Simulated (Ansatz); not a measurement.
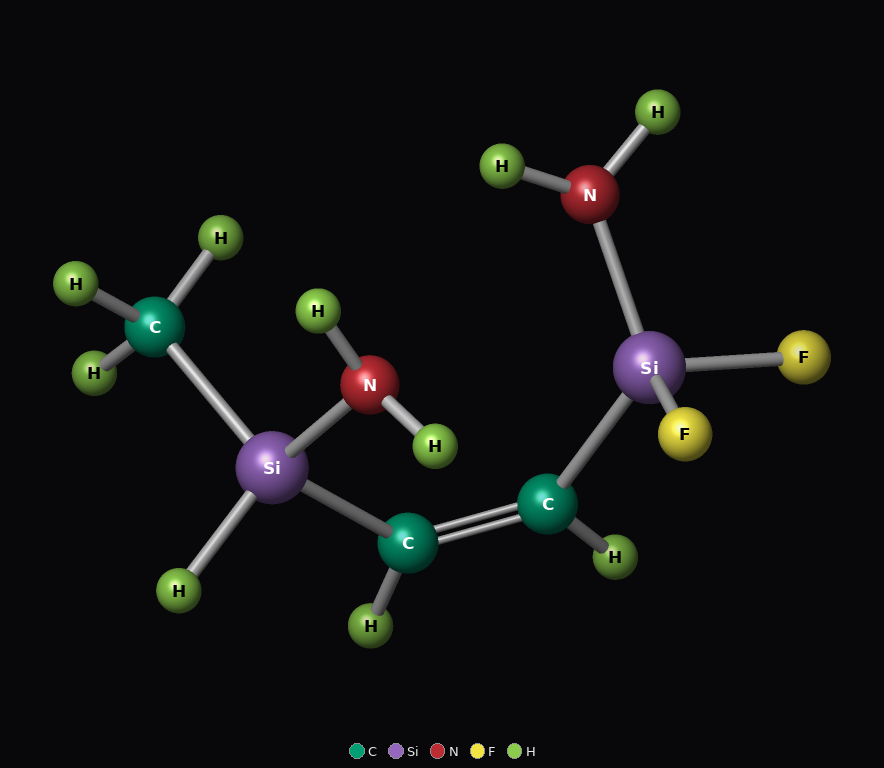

A ball-and-stick model of a molecule.

> Count the atoms of each element.

C3H10F2N2Si2, 19 atoms: 3 carbon, 10 hydrogen, 2 fluorine, 2 nitrogen and 2 silicon.

> Count the bonded pairs by element.

5 C–H, 4 N–H, 3 C–Si, 2 N–Si, 2 F–Si, 1 C–C, 1 Si–H.

> Give a SMILES string for it.

C[Si@H](N)/C=C\[Si](N)(F)F

More results for the same structure follow; atom numbers are the same in all pictures, views and colours differ. The computed structure is the end point of a PBE0-D4/def2-TZVP optimisation. No frequency run is at hand to confirm it as a minimum.

## Shape

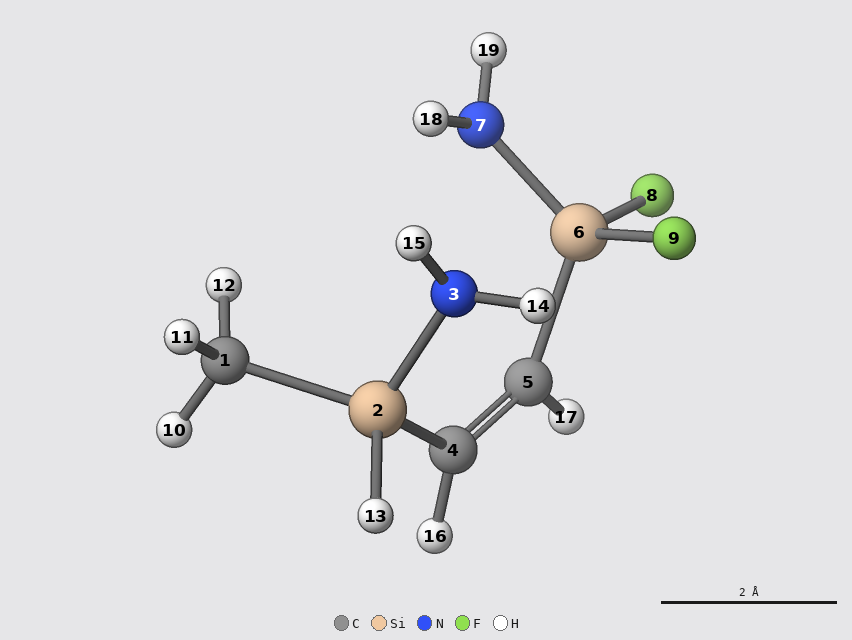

Numbered structure. No frequency run is at hand to confirm it as a minimum.

> What is the geometry at Si6?

Si6 has 4 neighbours (C5 at 1.85, N7 at 1.69, F8 at 1.60, F9 at 1.60 Å); the arrangement is tetrahedral.

> What is the geometry at C4?

C4 has 3 neighbours (Si2 at 1.86, C5 at 1.34, H16 at 1.09 Å); the arrangement is trigonal planar.

> What is the geometry at Si2?

Si2 has 4 neighbours (C1 at 1.86, N3 at 1.73, C4 at 1.86, H13 at 1.49 Å); the arrangement is tetrahedral.

> What is the geometry at C1?

C1 has 4 neighbours (Si2 at 1.86, H10 at 1.09, H11 at 1.09, H12 at 1.09 Å); the arrangement is tetrahedral.

> What is the dihedral angle Si2–C4–C5–Si6?

1° in size, that is syn (eclipsed).

## Electronic properties

No frequency run is at hand to confirm it as a minimum. Method: RKS revPBE-D4/def2-TZVPP (Ansatz 0.2.0).

What does the calculation give?

- HOMO energy (Kohn–Sham orbital): −6.17 eV
- LUMO energy (Kohn–Sham orbital): −1.82 eV
- HOMO–LUMO gap: 4.35 eV
- dispersion correction: −158.7 kJ/mol

## Dipole moment

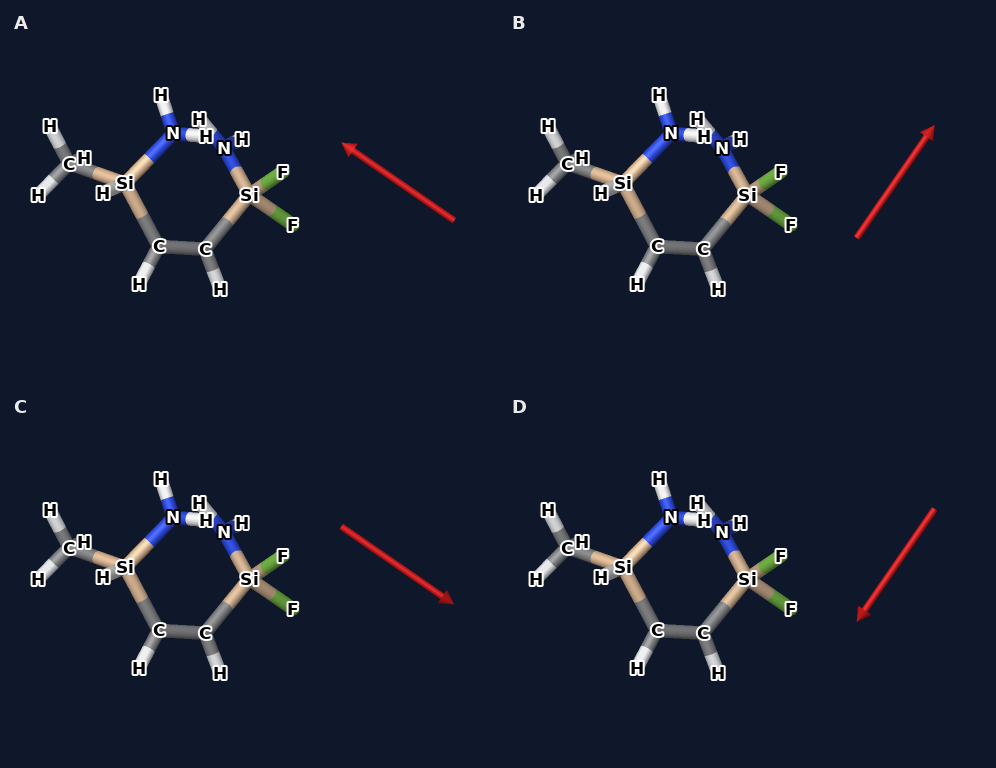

The same molecule four times, each with an arrow. No frequency run is at hand to confirm it as a minimum. Level of theory: RKS PBE0-D4/def2-TZVP (Ansatz 0.2.0).

> Which arrow points along the dipole moment, from the negative to the positive end?

A. The dipole moment is 3.25 D.

## Charges

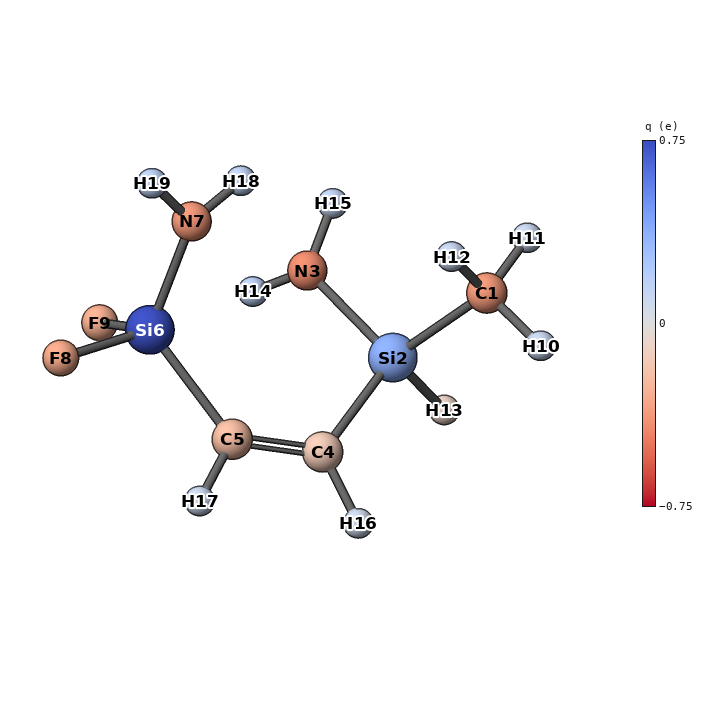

Atoms are coloured by their Mulliken charges. No frequency run is at hand to confirm it as a minimum. Level of theory: RKS PBE-D4/def2-TZVPP (Ansatz 0.2.0).

Give the Mulliken charges atom by atom.

| atom | value (e) |
| --- | --- |
| C1 | −0.37 |
| Si2 | 0.36 |
| N3 | −0.41 |
| C4 | −0.14 |
| C5 | −0.21 |
| Si6 | 0.72 |
| N7 | −0.37 |
| F8 | −0.30 |
| F9 | −0.28 |
| H10 | 0.11 |
| H11 | 0.10 |
| H12 | 0.11 |
| H13 | −0.09 |
| H14 | 0.16 |
| H15 | 0.14 |
| H16 | 0.09 |
| H17 | 0.10 |
| H18 | 0.14 |
| H19 | 0.15 |

Mulliken values depend strongly on the basis set and can even reverse the polarity of a bond.
